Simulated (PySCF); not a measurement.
## C2H12N2Si2W: geometry relaxation

The run: geometry relaxation of C2H12N2Si2W (W(NH)2(CH2SiH3)2). Method and program: PBE0-D3(BJ)/def2-SVP geometry optimisation, gas phase (PySCF 2.14.0).

It belongs to a series of runs on one base structure; here: ligand (both): Cl to CH2SiH3.

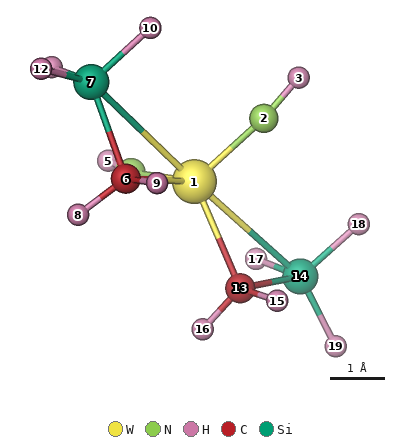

Fig. 1: The input geometry (ball-and-stick view, seen at a tilt; atoms are numbered from 1 in the order of the input). Sticks mark near contacts.

Input file
```
{"job": {"xc": "PBE0", "basis": "def2-SVP", "d3": "d3bj", "grid": 1, "maxiter": 30, "shake": 0.03, "kind": "geom"}, "charge": 0, "multiplicity": 1}
W      0.222080    -0.079250     0.087250
N     -0.023890    -0.013920     1.850350
H      0.114320    -0.004120     2.840350
N      1.876060     0.004160    -0.706170
H      2.779240    -0.021100    -0.896930
C     -0.910160     1.739000    -0.676130
Si     0.164260     3.107130     0.126310
H     -0.835130     1.868610    -1.780870
H     -1.949890     1.837900    -0.269130
H      0.012350     3.132560     1.627960
H      1.527540     3.098500    -0.266630
H     -0.368970     4.426260    -0.298780
C     -0.989760    -1.693710    -0.698970
Si     0.068770    -3.103610     0.161010
H     -1.966000    -1.847520    -0.331810
H     -0.884950    -1.817180    -1.743290
H      1.550310    -3.073240    -0.262420
H     -0.046950    -3.120930     1.627850
H     -0.401990    -4.446090    -0.305320
```

The first line tells a small driver script what to run in PySCF; the rest is the geometry in Å.

Run on 1 CPU thread, shared host.

Command:
```bash
OMP_NUM_THREADS=1 python <driver script> task.json out
```

What the program printed
```
step   0  E = -838.20249862  max force = 0.167231
step   1  E = -838.24018552  max force = 0.082170
step   2  E = -838.25163231  max force = 0.033433
step   3  E = -838.25849367  max force = 0.014161
step   4  E = -838.26027091  max force = 0.007040
step   5  E = -838.26056769  max force = 0.002087
step   6  E = -838.26066837  max force = 0.001633
step   7  E = -838.26073900  max force = 0.002305
step   8  E = -838.26077497  max force = 0.001782
step   9  E = -838.26080720  max force = 0.000896
step  10  E = -838.26083387  max force = 0.000977
step  11  E = -838.26085123  max force = 0.000728
step  12  E = -838.26086085  max force = 0.000336
optimisation converged
```

Trajectory as extended XYZ (Å, eV, eV/Å), 5 of the 13 frames kept, from step=0 to step=12
```
19
Properties=species:S:1:pos:R:3:forces:R:3 step=0 energy=-22808.65175
W     0.2221   -0.0793    0.0872   -0.2672   1.5076  -1.8216
N    -0.0239   -0.0139    1.8503    0.0812  -0.2254  -2.1282
H     0.1143   -0.0041    2.8403    0.3039   0.0602   0.7271
N     1.8761    0.0042   -0.7062   -8.5994  -0.2305   2.3802
H     2.7792   -0.0211   -0.8969    5.6400  -0.0785  -0.9121
C    -0.9102    1.7390   -0.6761    1.5711  -0.7655   1.1399
Si    0.1643    3.1071    0.1263   -2.0473   0.4280   0.5048
H    -0.8351    1.8686   -1.7809   -0.1216  -0.3010   0.4412
H    -1.9499    1.8379   -0.2691    0.6199  -0.2958  -0.2919
H     0.0123    3.1326    1.6280    0.1644  -0.1880  -0.2484
H     1.5275    3.0985   -0.2666    1.4920  -0.2107  -0.3464
H    -0.3690    4.4263   -0.2988   -0.1085   0.3308  -0.1631
C    -0.9898   -1.6937   -0.6990    3.3670   0.2342   2.2647
Si    0.0688   -3.1036    0.1610    0.3046  -0.4574  -1.1240
H    -1.9660   -1.8475   -0.3318   -1.6705   0.0771   0.6317
H    -0.8850   -1.8172   -1.7433    0.1261  -0.1657  -1.6656
H     1.5503   -3.0732   -0.2624   -0.7150   0.1487   0.3268
H    -0.0469   -3.1209    1.6279   -0.0170   0.1486   0.3494
H    -0.4020   -4.4461   -0.3053   -0.1237  -0.0167  -0.0644
19
Properties=species:S:1:pos:R:3:forces:R:3 step=3 energy=-22810.17546
W     0.1282   -0.0201    0.0395    0.2279   0.3749  -0.0087
N     0.0338   -0.0265    1.7962    0.0687  -0.0338  -0.3863
H     0.3852   -0.0318    2.7503    0.0374  -0.0046  -0.0757
N     1.7584   -0.0228   -0.6381    0.0081  -0.1082   0.2355
H     2.7898   -0.0487   -0.6455   -0.7282   0.0396   0.1005
C    -0.7751    1.8113   -0.5775    0.3207  -0.2801   0.1249
Si    0.0664    3.3521    0.0825    0.1864   0.1195   0.0166
H    -0.7397    1.8458   -1.6810   -0.1251  -0.0350  -0.0392
H    -1.8159    1.8134   -0.2097   -0.0925  -0.0396  -0.0962
H    -0.0429    3.3780    1.5705    0.0456   0.0200   0.0446
H     1.5172    3.3654   -0.3129   -0.1579   0.0271   0.0587
H    -0.5652    4.6127   -0.4339   -0.0022  -0.0601  -0.0381
C    -0.8489   -1.7892   -0.6123    0.2148  -0.0694   0.0366
Si   -0.0059   -3.3159    0.0887    0.0995  -0.2196   0.0482
H    -1.9009   -1.8037   -0.2599    0.1077   0.1077  -0.1736
H    -0.7812   -1.8758   -1.7169   -0.1718   0.1278   0.1461
H     1.4454   -3.3042   -0.2618    0.0424  -0.0031   0.0275
H    -0.1441   -3.3561    1.5771   -0.0059  -0.0154  -0.0271
H    -0.5675   -4.5904   -0.4706   -0.0756   0.0524   0.0056
19
Properties=species:S:1:pos:R:3:forces:R:3 step=6 energy=-22810.23463
W     0.1333   -0.0053    0.0510    0.0514   0.0206   0.0532
N     0.0817   -0.0247    1.8005   -0.0051   0.0157  -0.0003
H     0.4959   -0.0419    2.7279   -0.0037  -0.0006  -0.0078
N     1.7612   -0.0218   -0.5909   -0.0840  -0.0005   0.0027
H     2.7739   -0.0412   -0.5248    0.0216   0.0034   0.0088
C    -0.7582    1.8142   -0.5706    0.0213  -0.0529   0.0027
Si    0.0415    3.3918    0.0688   -0.0066   0.0184  -0.0167
H    -0.7418    1.8349   -1.6768    0.0006   0.0015  -0.0044
H    -1.8114    1.7984   -0.2303   -0.0087   0.0049  -0.0017
H    -0.0576    3.4570    1.5580    0.0014   0.0006   0.0050
H     1.4839    3.4471   -0.3191   -0.0051   0.0011  -0.0022
H    -0.6326    4.6075   -0.4942    0.0006  -0.0089  -0.0009
C    -0.7992   -1.7960   -0.5904    0.0410   0.0292  -0.0224
Si   -0.0207   -3.3754    0.0725    0.0006  -0.0353  -0.0295
H    -1.8580   -1.7627   -0.2695    0.0077  -0.0050   0.0000
H    -0.7597   -1.8234   -1.6960   -0.0118  -0.0003   0.0068
H     1.4376   -3.4150   -0.2501    0.0110  -0.0022   0.0015
H    -0.1840   -3.4569    1.5554   -0.0094   0.0015  -0.0027
H    -0.6486   -4.5932   -0.5368   -0.0228   0.0088   0.0079
19
Properties=species:S:1:pos:R:3:forces:R:3 step=9 energy=-22810.23841
W     0.1686    0.0003    0.0902    0.0082  -0.0141   0.0365
N     0.1036   -0.0026    1.8405    0.0022  -0.0173  -0.0232
H     0.5153   -0.0107    2.7689   -0.0107   0.0075   0.0036
N     1.7983   -0.0002   -0.5444    0.0402  -0.0008   0.0221
H     2.8112   -0.0016   -0.4646   -0.0164   0.0001  -0.0108
C    -0.7413    1.7931   -0.5638   -0.0299   0.0461  -0.0053
Si    0.0120    3.4053    0.0472   -0.0003  -0.0045  -0.0328
H    -0.7161    1.7997   -1.6703    0.0171  -0.0145  -0.0018
H    -1.7995    1.7684   -0.2384    0.0066  -0.0113   0.0122
H    -0.0952    3.5046    1.5340   -0.0045  -0.0002  -0.0008
H     1.4538    3.4929   -0.3368   -0.0007  -0.0011   0.0008
H    -0.6948    4.5828   -0.5540   -0.0001   0.0066   0.0107
C    -0.7509   -1.7841   -0.5766   -0.0298  -0.0149  -0.0133
Si   -0.0440   -3.4127    0.0443   -0.0224   0.0111  -0.0038
H    -1.8130   -1.7422   -0.2650    0.0044   0.0111   0.0074
H    -0.7119   -1.7841   -1.6828    0.0185   0.0058   0.0006
H     1.4159   -3.5167   -0.2581   -0.0042   0.0007  -0.0077
H    -0.2384   -3.5266    1.5214    0.0096  -0.0019   0.0023
H    -0.7365   -4.5720   -0.6068    0.0124  -0.0084   0.0030
19
Properties=species:S:1:pos:R:3:forces:R:3 step=12 energy=-22810.23987
W     0.1849   -0.0011    0.1107   -0.0143  -0.0010   0.0031
N     0.0924   -0.0063    1.8592   -0.0135   0.0022   0.0020
H     0.4792   -0.0073    2.7982    0.0038  -0.0023  -0.0012
N     1.8224   -0.0015   -0.5045    0.0019   0.0018  -0.0022
H     2.8347   -0.0010   -0.4247    0.0045  -0.0018   0.0074
C    -0.7295    1.7838   -0.5641    0.0173  -0.0133   0.0089
Si    0.0027    3.4123    0.0243    0.0062   0.0034  -0.0016
H    -0.6917    1.7647   -1.6703   -0.0093   0.0035  -0.0013
H    -1.7881    1.7450   -0.2421   -0.0023   0.0056  -0.0094
H    -0.1129    3.5279    1.5095    0.0028   0.0001  -0.0002
H     1.4449    3.5082   -0.3551    0.0011   0.0002  -0.0004
H    -0.7117    4.5790   -0.5888   -0.0046  -0.0029  -0.0015
C    -0.7406   -1.7755   -0.5751    0.0000   0.0028   0.0126
Si   -0.0566   -3.4167    0.0362    0.0107   0.0040  -0.0037
H    -1.8035   -1.7161   -0.2697   -0.0033  -0.0036  -0.0097
H    -0.6877   -1.7629   -1.6805   -0.0005  -0.0007  -0.0029
H     1.4018   -3.5307   -0.2698   -0.0008  -0.0008  -0.0016
H    -0.2491   -3.5394    1.5128    0.0037   0.0017   0.0005
H    -0.7545   -4.5688   -0.6216   -0.0034   0.0012   0.0013
```

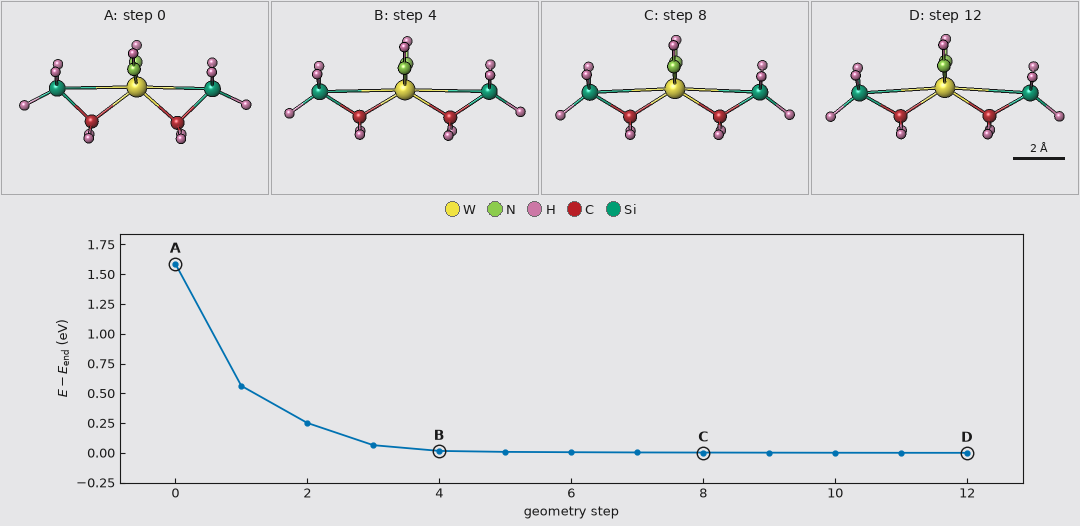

Fig. 2: Frames of the relaxation (ball-and-stick view, seen on its broad side) above the curves, on which the letters mark them (steps are counted from 0).

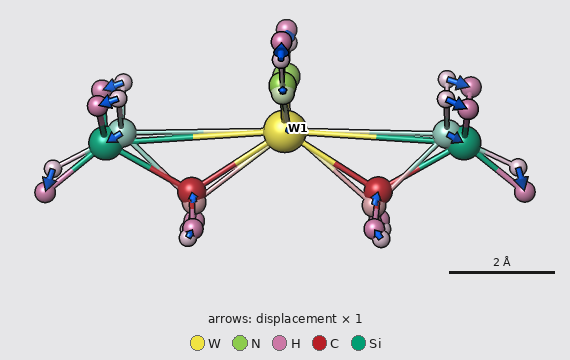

Fig. 3: Start (faint) and end (solid) with the displacements as blue arrows, at true length (ball-and-stick view, seen on its broad side). The two geometries are laid on each other by the best rigid fit. The atom that moves furthest after the best rigid fit is H19 (0.49 Å). By element the largest moves are H 0.49 Å, Si 0.36 Å, C 0.29 Å, N 0.17 Å, W 0.09 Å. Among the contacts that change: W1–Si14 3.029 → 3.425 Å, W1–Si7 3.187 → 3.419 Å, W1–C6 2.274 → 2.116 Å, N4–H5 0.923 → 1.015 Å. Among the angles that change: W1–C13–Si14 94.3° → 117.9°, W1–C6–Si7 98.7° → 117.6°, W1–C13–H15 120.0° → 106.6°. Over 12 geometry steps the energy falls by 1.588 eV. The largest force component goes from 8.6 to 0.017 eV/Å. (Atoms are counted from 1 in the order of the input.)

Key numbers

- outcome: converged
- total energy: −838.260861 hartree
- dipole moment: 0.16 D
- point group: C1
- wall time: 9 min
- peak memory: 0.8 GiB
